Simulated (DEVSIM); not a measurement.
System: abrupt Si p-n junction, at 400 K.

```tsv
layer (left to right)	material	thickness (μm)	Nd (cm⁻³)	Na (cm⁻³)	τn (s)	τp (s)
1	Si	2.10	-	2.2e15	1e-5	1e-5
2	Si	21.0	1.1e15	-	1e-5	1e-5
```

Left contact: ohmic. Right contact: ohmic. Voltage is applied to the left contact. Recombination: SRH at mid-gap, Auger. Mobility is μmin + (μ − μmin)/(1 + (N/Nref)^α).

The device is made up for the run: typed textbook-type constants, with dimensions and the other settings drawn at random. Values at 300 K; Nc and Nv go as T^1.5, mobilities as T to minus their exponent, the gap by Varshni's rule with the affinity fixed.

```csv
parameter,Si
gap (eV),1.124
affinity (eV),4.05
permittivity,11.7
Nc (cm⁻³),2.86e19
Nv (cm⁻³),3.1e19
μn (cm²/Vs),1417
μp (cm²/Vs),470
"μn,min",52
"μp,min",45
"Nref,n",9.7e16
"Nref,p",2.2e17
αn,0.68
αp,0.72
T exponent of μn,2.3
T exponent of μp,2.2
Cn (cm⁶/s),2.8e-31
Cp (cm⁶/s),9.9e-32
Varshni α (eV/K),0.000473
Varshni β (K),636
```

Simulated with DEVSIM: 1D drift-diffusion, Boltzmann statistics, complete ionisation; no tunnelling, impact ionisation, image-force lowering or self-heating.

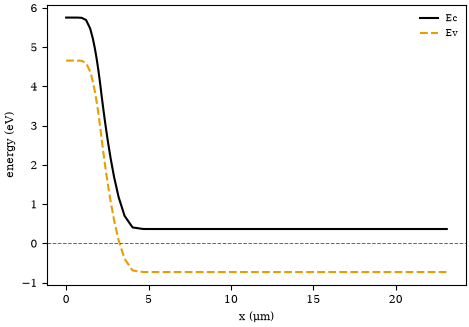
Figure. Band edges at -5.0 V on the left contact

Energies count from the Fermi level of the right contact; mesh points crowd at the junctions.

```tsv
x (μm)	Ec (eV)	Ev (eV)	n (cm⁻³)	p (cm⁻³)	field (V/cm)
0.000	5.752	4.656	1.5e10	2.2e15	≈ 0
0.03221	5.752	4.656	1.4e10	2.2e15	≈ 0
0.1119	5.752	4.656	1.3e10	2.2e15	≈ 0
0.2908	5.752	4.656	1.1e10	2.2e15	≈ 0
0.9385	5.747	4.650	2.5e9	1.9e15	-540
1.621	5.218	4.122	2.5e8	4.6e8	-18000
1.907	4.553	3.456	1.6e8	2.8e7	-28000
2.053	4.103	3.006	1.4e8	2.3e7	-33000
2.095	3.962	2.865	1.3e8	2.2e7	-35000
2.122	3.868	2.771	1.3e8	2.1e7	-34000
2.184	3.656	2.560	1.4e8	2.2e7	-33000
2.430	2.892	1.795	1.6e8	2.4e7	-29000
2.908	1.694	0.597	2.2e8	3.0e7	-21000
4.032	0.405	-0.691	3.4e14	1.5e8	-2400
8.450	0.365	-0.731	1.1e15	6.7e9	≈ 0
15.53	0.365	-0.731	1.1e15	1.8e10	≈ 0
19.89	0.365	-0.731	1.1e15	2.4e10	≈ 0
21.80	0.365	-0.731	1.1e15	2.7e10	≈ 0
22.70	0.365	-0.731	1.1e15	2.9e10	≈ 0
22.95	0.365	-0.731	1.1e15	2.9e10	≈ 0
23.05	0.365	-0.731	1.1e15	2.9e10	≈ 0
23.10	0.365	-0.731	1.1e15	2.9e10	≈ 0
```
